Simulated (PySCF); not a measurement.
F₂

```yaml
atoms:
  - { symbol: F, position_ang: [0.0000, 0.0000, -0.6885] }
  - { symbol: F, position_ang: [0.0000, 0.0000, 0.6885] }
```

The calculation used PBE0/x2c-TZVPPall, spin-free X2C-1e, Gaussian nucleus, at a bond length of 1.377 Å in PySCF 2.14.0.

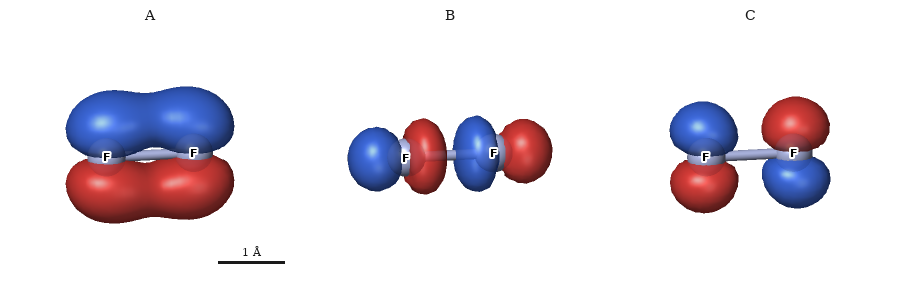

Figure 1. Three frontier orbitals, each drawn at the value that holds 80 % of its norm (red and blue are the two phases), in no order; of a degenerate pair one member is drawn.

### Name the orbitals and rank them from lowest to highest energy.

Orbital A: πu, occupied, −15.47 eV; with no node between the nuclei, bonding.
Orbital C: πg, occupied, −11.58 eV; antibonding, with a node between the atoms.
Orbital B: σu, empty, −3.24 eV; antibonding, with a node between the atoms.

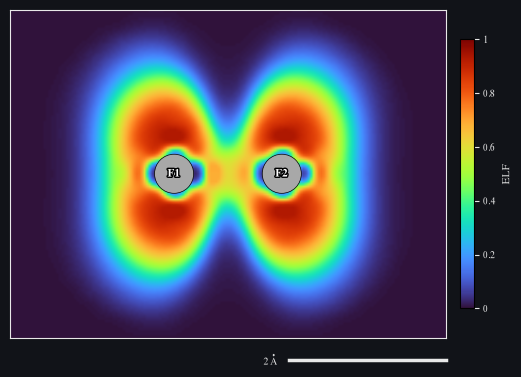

Figure 2. Electron localisation function on a plane that holds the molecular axis. Grey discs cover the atomic cores.

### Read the bonding off the picture.

Atoms in the plane: F.
F–F (1.38 Å): the ELF peaks at about 0.70 between the atoms.
The ELF also peaks beside F1 and F2, away from the bonds: lone-pair regions.

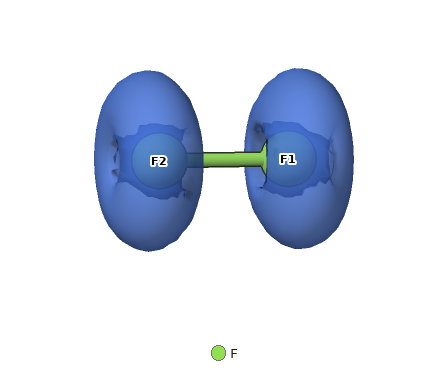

Figure 3. Isosurface of the ELF at 0.75 (blue), seen from one side. Only the valence region is drawn (cores and ρ < 0.01 e/Å³ removed).

### Where are the electrons localised?

The surface consists of two regions wrapped around F (its lone pairs, merged into a ring or cap).
